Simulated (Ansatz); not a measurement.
# Converging zone-centre phonons against the mesh: CrW (Cmmm, 2 atoms in the cell)

```xyz
2
Lattice="1.5366 -2.2022 0.0000 1.5366 2.2022 0.0000 0.0000 0.0000 4.2392" Properties=species:S:1:pos:R:3 pbc="T T T"
Cr     0.0000     0.0000     0.0000
W      1.5366     0.0000     2.1196
```

Method: LDA (PW92), default PAW files made with PBE (plane waves; Ansatz, a program for electronic structure).

Base settings: basis.ecutwfc = 420 eV; kpoints.mp_grid.grid = 13 13 8; hamiltonian.xc = lda; hamiltonian.pseudopotentials = {kind: paw} (the program's default PAW files); scf.occupations.method = gaussian; scf.occupations.width = 0.1 eV.

In this ladder: phonons.method = dfpt.

Frequencies are those of the unrelaxed cell, without the LO-TO term of polar crystals.

Only quantities that move along the ladder and can be compared are tabulated.

Core times come from one kind of shared machine, to one figure; runs under 30 s give none.

The starting cell comes from a database of computed structures (which also holds hypothetical and non-ambient phases and stackings), without a prior relaxation at this level. Its lattice was rescaled by up to half a per cent. Spin polarisation is off. In the base run, with a pressure of about -19 GPa the cell is away from its equilibrium volume at this level.

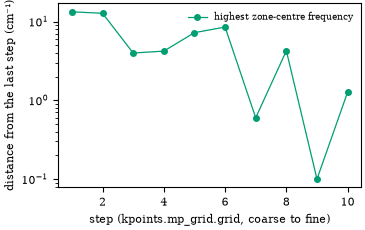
Distance from the last step along the ladder; very small values are drawn at a floor.

| kpoints.mp_grid.grid | highest zone-centre frequency (cm⁻¹) | core time / last (rough) |
|---|---|---|
| 4 4 2 | 272.1 | – |
| 4 4 3 | 246.1 | – |
| 5 5 3 | 254.8 | – |
| 7 7 4 | 263.0 | – |
| 8 8 5 | 251.6 | – |
| 10 10 6 | 267.3 | 0.03 |
| 12 12 8 | 259.4 | 0.03 |
| 15 15 9 | 254.5 | 0.06 |
| 19 19 12 | 258.8 | 0.10 |
| 24 24 14 | 260.1 | 0.3 |
| 30 30 18 | 258.8 | 1 |

Coarsest kpoints.mp_grid.grid that holds the highest zone-centre frequency within 10 cm⁻¹ of the last step, with all finer ones: 5 5 3; the step before is off by 13 cm⁻¹.

Keys are those of Ansatz 0.2.
